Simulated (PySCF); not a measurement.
CH$_{7}$N$_{3}$Si

```xyz
12

C     2.1015   -0.3252   -0.0795
N     1.1296   -0.6429    0.6584
Si   -0.4928    0.0404    0.5550
N    -0.4778    1.3650   -0.5592
N    -1.6767   -1.0617   -0.0320
H     2.0562    0.4487   -0.8775
H     3.0830   -0.8273    0.0286
H    -0.8672    0.3342    1.9692
H     0.1810    2.1261   -0.4373
H    -1.3689    1.7183   -0.8909
H    -2.0676   -1.7405    0.6112
H    -1.5634   -1.4649   -0.9558
```

Geometry: PBE0-D3(BJ)/def2-SVP.

These are results of PBE0/pcSseg-1, SCF density, gas phase, non-relativistic in PySCF, not measurements.

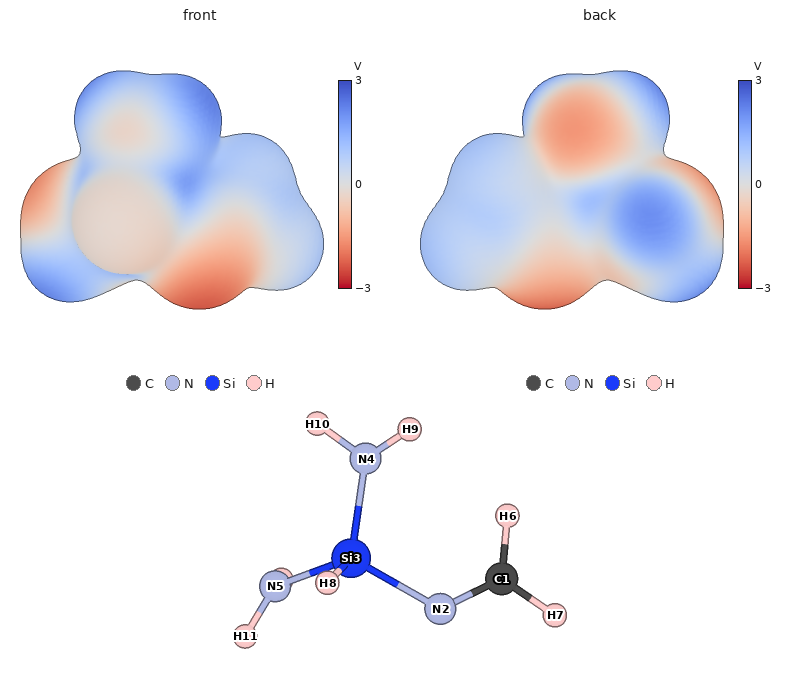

Figure 1. The electrostatic potential painted on the density surface at 0.004 e/bohr³, seen from the front and from behind; the colour scale runs from red (negative) to blue (positive). The bare structure is drawn below in the same view.

Which sites attract a positive test charge, and which a negative one?

A positive charge is drawn to the negative regions and a negative charge to the positive ones. The most negative region (about −2.2 V) lies over N2, the most positive (about +2.1 V) over H9. N2 is the likeliest acceptor of a hydrogen bond.

How polar is the molecule by this calculation?

Its dipole moment is 1.70 D.

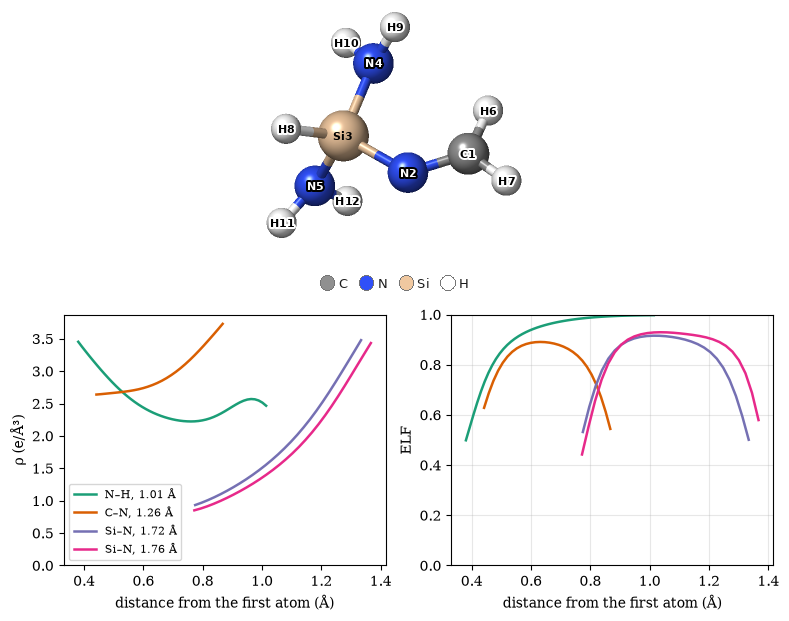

Figure 2. Electron density and electron localisation function along straight lines between neighbouring atoms. The curves leave out the atomic cores. The structure is drawn too.

What can be read from the curves?

N–H (1.01 Å): ρ at the midpoint is about 2.8 e/Å³; the ELF climbs to about 1 towards the hydrogen, as it does in any bond to H: an ordinary covalent bond to hydrogen.
C–N (1.26 Å): ρ is about 2.8 e/Å³ halfway; the ELF peaks at about 0.90 between the atoms: a multiple bond.
Si–N (1.72 Å): ρ is about 1.1 e/Å³ halfway; the ELF peaks at about 0.90 between the atoms (a shared but strongly polarised pair).
Si–N (1.76 Å): ρ is about 1 e/Å³ halfway; the ELF peaks at about 0.95 between the atoms (a polar covalent bond).
